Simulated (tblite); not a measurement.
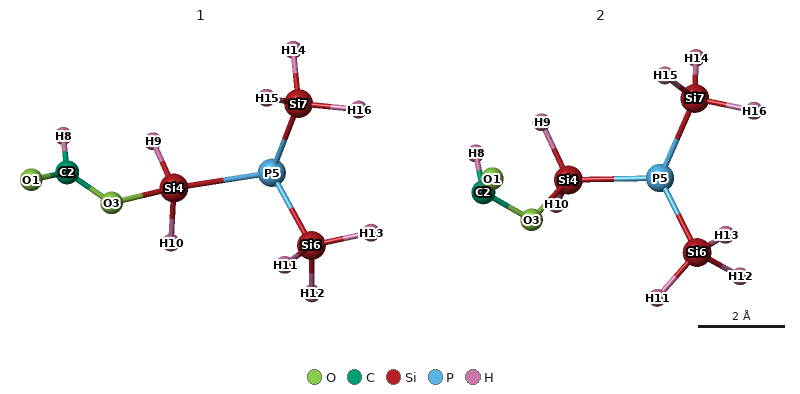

Two geometries of CH₉O₂PSi₃ (charge −1, multiplicity 2), drawn at one scale. One is the start of a relaxation, the other its converged end. The picture is a ball-and-stick view, seen face on.

The calculation used tblite, GFN2-xTB geometry optimisation, gas phase. 

Which of the two is the end point?

Answer. Structure 1 is the relaxed one. After 190 geometry steps the energy has fallen by 45.7 kcal/mol. The atom that moves furthest after the best rigid fit is H13 (1.65 Å). Largest moves by element: H 1.65 Å, O 1.54 Å, C 0.61 Å, Si 0.51 Å, P 0.49 Å. Some distances before and after: Si4–P5 2.170 → 2.394 Å, O1–C2 1.400 → 1.216 Å, C2–O3 1.382 → 1.282 Å, O3–Si4 1.706 → 1.740 Å. Bond angles that change, for instance: O3–Si4–P5 115.4° → 163.0°, P5–Si4–H9 113.6° → 94.3°, O1–C2–O3 107.6° → 126.3°. Groups turn about O3–Si4 by about 25°.
